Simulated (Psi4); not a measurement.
# HOF (hypofluorous acid): HF/3-21G

Aim: the vertical singlet–triplet gap of HOF (hypofluorous acid) at HF/3-21G, from 2 runs. 

Program for the calculation: Psi4 1.11.

1 further run of the same task is left out (set aside as unsound or not needed).

## Step 1: The molecule

The species is HOF (3 atoms), meant as a singlet with charge 0. SMILES: `OF`. The coordinates come from a PBE0-D4/def2-TZVP relaxation.

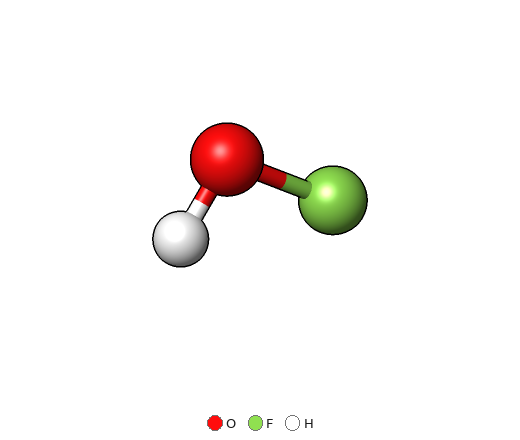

Viewed from a chosen angle; oxygen red, fluorine green, hydrogen white.

## Step 2: Energy and gradient at HF/3-21G

The input, fho.xyz:

```xyz
3
FHO
O      0.430590    -0.210340     0.216330
F     -0.221910     1.014620    -0.010980
H     -0.208690    -0.804280    -0.205350
```

The input, run.py:

```python
import numpy as np
from ase.calculators.psi4 import Psi4
from ase.io import read

atoms = read('fho.xyz')
calc = Psi4(atoms=atoms, method='hf', basis='3-21G', memory='2200MB', num_threads=1, charge=0, multiplicity=1, label='psi4-calc')
calc.psi4.set_options({'puream': True, 'e_convergence': 1e-09, 'd_convergence': 1e-08, 'scf_type': 'pk'})
atoms.calc = calc

forces = atoms.get_forces()
print(f'energy: {atoms.get_potential_energy():.6f} eV')
print('forces / eV A^-1')
print(np.round(forces, 5))
```

Started as:

```
$ python run.py
```

psi4-calc.dat:

```text
[...]
  Running in c1 symmetry.
[...]
  Nuclear repulsion =   34.062701107921043
[...]
  Multiplicity = 1
[...]
  Nalpha       = 9
  Nbeta        = 9
[...]
    Number of basis functions: 20
[...]
   @RHF iter   1:  -173.77433876398050   -6.90006e-01   1.00585e-02 DIIS/ADIIS
[...]
   @RHF iter  11:  -173.79967188424871   -5.68434e-13   5.40314e-09 DIIS
[...]
    Orbital Energies [Eh]
    ---------------------
    Doubly Occupied:
       1A    -26.201410     2A    -20.574044     3A     -1.636168
       4A     -1.292976     5A     -0.753322     6A     -0.704054
       7A     -0.659087     8A     -0.573874     9A     -0.519149
[...]
  @RHF Final Energy:  -173.79967188424871
   => Energetics <=
    Nuclear Repulsion Energy =             34.0627011079210433
    One-Electron Energy =                -309.8965767151582895
    Two-Electron Energy =                 102.0342037229885364
    Total Energy =                       -173.7996718842487098
[...]
 Multipole Moments:
 ------------------------------------------------------------------------------------
     Multipole            Electronic (a.u.)      Nuclear  (a.u.)        Total (a.u.)
 ------------------------------------------------------------------------------------
 L = 1.  Multiply by 2.5417464519 to convert [e a0] to [Debye]
 Dipole X            :         -0.4584688            0.0158420           -0.4426268
 Dipole Y            :          0.9513848           -1.7116918           -0.7603070
 Dipole Z            :         -0.1496581           -0.1810205           -0.3306786
 Magnitude           :                                                    0.9398583
[...]
  -Total Gradient:
     Atom            X                  Y                   Z
    ------   -----------------  -----------------  -----------------
       1       -0.016326844868     0.023859699095    -0.006440939351
       2        0.013929632934    -0.029228135412     0.004511312974
       3        0.002397211934     0.005368436316     0.001929626377
[...]
```

Standard output:

```text
energy: -4729.329963 eV
forces / eV A^-1
[[ 0.83956 -1.22692  0.33121]
 [-0.71629  1.50297 -0.23198]
 [-0.12327 -0.27606 -0.09923]]
```

Wall time 1.5 s (1 thread of Intel Xeon Platinum 8488C (Sapphire Rapids), shared host); peak memory 0.19 GiB.

## Step 3: The triplet, same level

The input, run.py:

```python
import psi4

psi4.set_memory('2200 MB')
psi4.set_num_threads(1)
psi4.core.set_output_file('fho.out', False)

m = psi4.geometry("""
0 3
O      0.430590    -0.210340     0.216330
F     -0.221910     1.014620    -0.010980
H     -0.208690    -0.804280    -0.205350
symmetry c1
""")

options = {'basis': '3-21G', 'reference': 'uhf', 'puream': True, 'e_convergence': 1e-09, 'd_convergence': 1e-08, 'scf_type': 'pk', 'maxiter': 100}
psi4.set_options(options)

energy_value, wavefunction = psi4.gradient("hf", return_wfn=True)
print('gradient / Eh bohr^-1')
print(energy_value.np.round(6))
print(f'energy = {wavefunction.energy():.10f} Eh')
```

Started as:

```
$ python run.py
```

fho.out:

```text
[...]
  Running in c1 symmetry.
[...]
  Nuclear repulsion =   34.062701107921029
[...]
  Multiplicity = 3
[...]
  Nalpha       = 10
  Nbeta        = 8
[...]
    Number of basis functions: 20
[...]
   @UHF iter   1:  -173.62713718405271   -5.42804e-01   1.35691e-02 DIIS/ADIIS
[...]
   @UHF iter  16:  -173.67352006352937   -3.41061e-13   8.73436e-09 DIIS
[...]
   @S^2 Observed:                2.014502041E+00
[...]
    Orbital Energies [Eh]
    ---------------------
    Alpha Occupied:
       1A    -26.092012     2A    -20.603949     3A     -1.660215
       4A     -1.380745     5A     -0.831974     6A     -0.752994
       7A     -0.749340     8A     -0.561903     9A     -0.558687
      10A     -0.379387
    Alpha Virtual:
      11A      0.229634    12A      1.169774    13A      1.605889
      14A      1.731937    15A      1.811506    16A      2.295310
      17A      2.331592    18A      2.423228    19A      2.868622
      20A      3.844175
[...]
  @UHF Final Energy:  -173.67352006352937
   => Energetics <=
    Nuclear Repulsion Energy =             34.0627011079210291
    One-Electron Energy =                -310.3487133307266959
    Two-Electron Energy =                 102.6124921592763144
    Total Energy =                       -173.6735200635293381
  UHF NO Occupations:
  HONO-2 :    8  A 1.9965686
  HONO-1 :    9  A 1.0000000
[...]
 Multipole Moments:
 ------------------------------------------------------------------------------------
     Multipole            Electronic (a.u.)      Nuclear  (a.u.)        Total (a.u.)
 ------------------------------------------------------------------------------------
 L = 1.  Multiply by 2.5417464519 to convert [e a0] to [Debye]
 Dipole X            :         -0.2764028           -0.0741923           -0.3505950
 Dipole Y            :          0.6509502           -1.7197104           -1.0687602
 Dipole Z            :          0.0000000            0.0000000            0.0000000
 Magnitude           :                                                    1.1247957
[...]
  -Total Gradient:
     Atom            X                  Y                   Z
    ------   -----------------  -----------------  -----------------
       1       -0.174958111265     0.306787667727     0.000000000000
       2        0.170616874728    -0.324128612673    -0.000000000000
       3        0.004341236537     0.017340944946     0.000000000000
[...]
```

On the terminal:

```text
gradient / Eh bohr^-1
[[-0.174958  0.306788  0.      ]
 [ 0.170617 -0.324129 -0.      ]
 [ 0.004341  0.017341  0.      ]]
energy = -173.6735200635 Eh
```

Run time: 1.5 s. Hardware: 1 thread of Intel Xeon Platinum 8488C (Sapphire Rapids), shared host; peak memory 0.18 GiB.

## Step 4: Results

At HF/3-21G:

```
                                        quantity          value
                           singlet: total energy  -173.79967 Eh
                          singlet: dipole moment         2.39 D
                            singlet: HOMO energy      -14.13 eV
                            singlet: LUMO energy        5.86 eV
                          singlet: HOMO–LUMO gap       19.99 eV
               singlet: largest force on an atom     1.681 eV/Å
                           triplet: total energy  -173.67352 Eh
                          triplet: dipole moment         2.86 D
     triplet: HOMO energy (highest over α and β)      -10.32 eV
      triplet: LUMO energy (lowest over α and β)        3.21 eV
                                   triplet: ⟨S²⟩          2.015
               triplet: largest force on an atom    18.835 eV/Å
vertical energy of the triplet above the singlet       3.433 eV
```

**Reading.** At this shape the triplet lies 3.43 eV (331 kJ/mol) above the singlet. The largest force (singlet) is 1.68 eV/Å: the shape isn't a stationary point for this species at this level.
